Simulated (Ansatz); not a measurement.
**Breaking a bond in CF (SMILES [C]F)**

The species is CF (2 atoms), meant as a doublet with charge 0. As SMILES, `[C]F`. The shape is that of a GFN2-xTB optimisation.

```xyz
2

C     0.0000    0.0000    0.0000
F     0.0000    0.0000    1.2744
```

The C1–F2 distance is scanned; the parts on either side stay rigid. Basis STO-3G, 2 core orbitals frozen in the correlated methods; program Ansatz 0.2.0. FCI is exact within this basis and core. Energies in eV from each method's value at 1.274 Å; open shells run as named; a dash marks a point that is missing or didn't converge. The shape above is that at 1.274 Å.

| distance (Å) | U-r2SCAN | UB3LYP | UCAM-B3LYP | U-wB97M-V | UB2PLYP | UCCSDT(Q) | FCI |
| --- | --- | --- | --- | --- | --- | --- | --- |
| 1.268 | 0.02 | 0.02 | 0.02 | 0.02 | 0.02 | 0.02 | 0.02 |
| 1.274 | 0.00 | 0.00 | 0.00 | 0.00 | 0.00 | 0.00 | 0.00 |
| 1.585 | 1.07 | 1.11 | 1.30 | 1.32 | 1.23 | 1.06 | 1.09 |
| 1.593 | 1.12 | 1.16 | 1.36 | 1.38 | 1.29 | 1.11 | 1.14 |
| 1.902 | 3.51 | 3.65 | 4.03 | 4.07 | 4.13 | 3.12 | 3.15 |
| 1.912 | 3.57 | 3.72 | 4.10 | 4.15 | 4.19 | 3.17 | 3.19 |
| 2.536 | 6.07 | 6.03 | 6.10 | 6.19 | 5.49 | – | 4.63 |
| 2.549 | 6.09 | 6.04 | 6.11 | 6.20 | 5.50 | – | 4.63 |
| 3.171 | 6.39 | 6.31 | 6.33 | – | 5.62 | – | 4.76 |
| 3.186 | 6.39 | 6.31 | 6.34 | – | 5.62 | – | 4.76 |

Departure from the FCI curve at its largest: U-r2SCAN +1.63 eV at 3.19 Å; UB3LYP +1.55 eV at 3.19 Å; UCAM-B3LYP +1.58 eV at 3.19 Å; U-wB97M-V +1.56 eV at 2.55 Å; UB2PLYP +0.99 eV at 1.91 Å; UCCSDT(Q) -0.03 eV at 1.59 Å. For the functionals part of the departure is owed to the small basis.

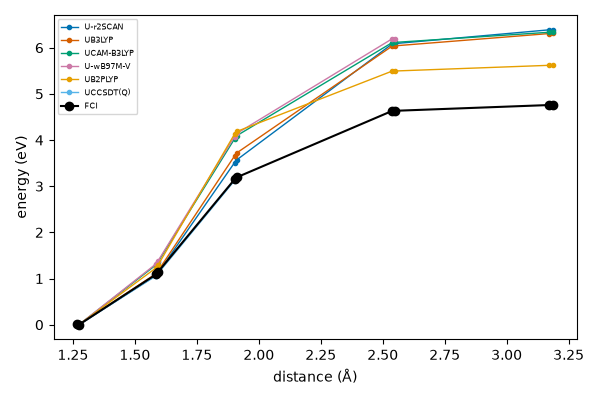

The curves of the table.
